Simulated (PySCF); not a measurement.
Molecule: Ge(Me)3(Cl), SMILES [CH3][Ge]([Cl])([CH3])[CH3]. Atoms near the plane z = 1.0 Å, at the CAM-B3LYP/def2-SVP optimised geometry (x, y, z in Å): C1 (-0.8, 0.7, 0.0), Ge2 (-0.3, -1.2, 0.0), C4 (-0.8, -2.1, 1.6), Cl5 (1.9, -1.2, 0.0), H6 (-1.9, 0.7, 0.0), H7 (-0.4, 1.2, 0.9), H12 (-1.9, -2.2, 1.7), H14 (-0.4, -3.2, 1.6).

Calculation: CAM-B3LYP/def2-TZVP in PySCF. The values are rescaled to run from 0 to 1.

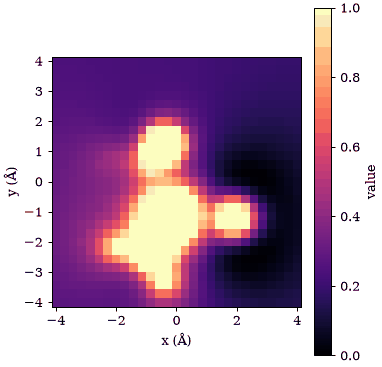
Figure. a field on the plane z = 1.0 Å.

Question: Which quantity is mapped?
A. deformation density (molecule minus spherical neutral atoms)
B. an orbital amplitude
C. electrostatic potential
D. Laplacian of the electron density

Answer: C, electrostatic potential. In full: electrostatic potential (hartree/e), clipped to [-0.08, 0.12].
